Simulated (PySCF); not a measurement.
# NEVPT2(4,5)/ccECP-cc-pVDZ (core potential) run of BH (SMILES [BH])

What is the vertical singlet–triplet gap of BH at NEVPT2(4,5)/ccECP-cc-pVDZ (core potential)? Input form: a Python script.

The calculation is run with PySCF 2.14.0.

12 further runs of the same task are left out: 12 set aside as unsound or not needed.

### 1 Starting point

BH has 2 atoms, charge 0, and is taken as a singlet. As SMILES, `[BH]`. The bond length is the measured one.

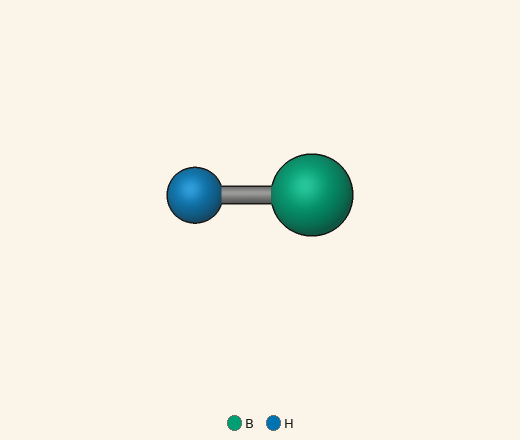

Viewed from a chosen angle; boron teal, hydrogen blue.

### 2 A single-point energy at NEVPT2(4,5)/ccECP-cc-pVDZ (core potential)

calc.py reads:

```python
import numpy
from pyscf import gto, scf, mp, mcscf, mrpt

system = gto.Mole()
system.atom = [
    ('B', (0.000000, 0.000000, 0.000000)),
    ('H', (0.000000, 0.000000, 1.232400)),
]
system.ecp = 'ccecp'
system.verbose = 3
system.max_memory = 1860
system.charge = 0
system.basis = 'ccecp-cc-pvdz'
system.build()

mf = scf.RHF(system)
mf.conv_tol = 1e-10
mf.kernel()
if not mf.converged:
    mf = mf.newton().run(mf.mo_coeff, mf.mo_occ)

pt = mp.MP2(scf.addons.convert_to_uhf(mf)).run()
noons, natorbs = mcscf.addons.make_natural_orbitals(pt)
print('natural occupations', numpy.round(noons[:40], 4))
cas = mcscf.CASSCF(mf, 5, 4)
cas.fix_spin_(ss=0.0)
cas.natorb = True
cas.kernel(natorbs)
e_pt2 = mrpt.NEVPT(cas).kernel()
e_final = cas.e_tot + e_pt2
print('Final energy', e_final)
```

On the command line:

```bash
$ OMP_NUM_THREADS=1 python calc.py
```

The program printed:

```text
converged SCF energy = -3.13914652900856
E(UMP2) = -3.19980396846671  E_corr = -0.0606574394581452
E(SCS-UMP2) = -3.20889355599161  E_corr = -0.0697470269830446
natural occupations [1.9770e+00 1.9574e+00 1.6700e-02 1.6700e-02 1.1100e-02 5.2000e-03
 4.1000e-03 4.1000e-03 3.5000e-03 1.3000e-03 6.0000e-04 6.0000e-04
 4.0000e-04 4.0000e-04 4.0000e-04 2.0000e-04 2.0000e-04 1.0000e-04]
CASSCF energy = -3.19433002025300
CASCI E = -3.19433002025300  E(CI) = -4.48249265637763  S^2 = 0.0000000
Sr    (-1)',   E = -0.00941715003828
Si    (+1)',   E = -0.00000000000000
Sijrs (0)  ,   E = 0.00000000000000
Sijr  (+1) ,   E = -0.00000000000000
Srsi  (-1) ,   E = -0.00000000000000
Srs   (-2) ,   E = -0.01333775780671
Sij   (+2) ,   E = 0.00000000000000
Sir   (0)' ,   E = -0.00000000000000
Nevpt2 Energy = -0.022754907844989
Final energy -3.217084928097988
```

Run time: 0.8 s. Hardware: 1 thread of Arm Neoverse V2, shared host; peak memory 0.12 GiB.

### 3 The triplet

run.py reads:

```python
import numpy
from pyscf import gto, scf, mp, mcscf, mrpt

system = gto.M(
    atom='''
B      0.000000     0.000000     0.000000
H      0.000000     0.000000     1.232400
''',
    ecp='ccecp',
    basis='ccecp-cc-pvdz',
    verbose=4,
    charge=0,
    spin=2,
    max_memory=1860,
)

hf = system.ROHF()
hf.conv_tol = 1e-10
hf.kernel()
if not hf.converged:
    hf = hf.newton().run(hf.mo_coeff, hf.mo_occ)

pt = mp.MP2(scf.addons.convert_to_uhf(hf)).run()
noons, natorbs = mcscf.addons.make_natural_orbitals(pt)
print('natural occupations', numpy.round(noons[:40], 4))
cas = mcscf.CASSCF(hf, 5, 4)
cas.fix_spin_(ss=2.0)
cas.natorb = True
cas.kernel(natorbs)
e_pt2 = mrpt.NEVPT(cas).kernel()
e_final = cas.e_tot + e_pt2
print('E(%s) = %.9f' % ('NEVPT2', e_final))
```

On the command line:

```bash
$ OMP_NUM_THREADS=1 python run.py
```

The program printed:

```text
PySCF version 2.14.0

[INPUT] num. atoms = 2
[INPUT] num. electrons = 4
[INPUT] charge = 0
[INPUT] spin (= nelec alpha-beta = 2S) = 2
[INPUT] symmetry False subgroup None
[INPUT] Mole.unit = angstrom
[INPUT] Symbol           X                Y                Z      unit          X                Y                Z       unit  Magmom
[INPUT]  1 B      0.000000000000   0.000000000000   0.000000000000 AA    0.000000000000   0.000000000000   0.000000000000 Bohr   0.0
[INPUT]  2 H      0.000000000000   0.000000000000   1.232400000000 AA    0.000000000000   0.000000000000   2.328898475914 Bohr   0.0

nuclear repulsion = 1.28816263612463
number of shells = 8
number of NR pGTOs = 57
number of NR cGTOs = 18
basis = ccecp-cc-pvdz
ecp = ccecp

[... 18 lines left out ...]
WARN: HOMO -0.0092053940612152 >= LUMO -0.009205394061215
[... 20 lines left out ...]
converged SCF energy = -3.1256620428559
[... 33 lines left out ...]
sorting_mo_energy = False
[... 24 lines left out ...]
1-step CASSCF converged in   5 macro ( 32 JK   9 micro) steps
[... 2 lines left out ...]
Natural orbital (expansion on meta-Lowdin AOs) in CAS space
[... 14 lines left out ...]
CASSCF energy = -3.14835634783567
[... 6 lines left out ...]
Natural orbital (expansion on meta-Lowdin AOs) in CAS space
[... 22 lines left out ...]
Nevpt2 Energy = -0.022585979826580
E(NEVPT2) = -3.170942328
```

Wall time 0.86 s (1 thread of Arm Neoverse V2, shared host); peak memory 0.12 GiB.

### 4 Summary of results

Level: NEVPT2(4,5)/ccECP-cc-pVDZ (core potential).

```
                                        quantity        value
                           singlet: total energy  -3.21708 Eh
   singlet: dipole moment (Hartree–Fock density)       1.84 D
    singlet: HOMO energy (Hartree–Fock orbitals)     -9.40 eV
    singlet: LUMO energy (Hartree–Fock orbitals)      1.45 eV
  singlet: HOMO–LUMO gap (Hartree–Fock orbitals)     10.84 eV
                           triplet: total energy  -3.17094 Eh
   triplet: dipole moment (Hartree–Fock density)       0.11 D
vertical energy of the triplet above the singlet     1.256 eV
```

What this shows: At this shape the triplet lies 1.26 eV (121 kJ/mol) above the singlet.
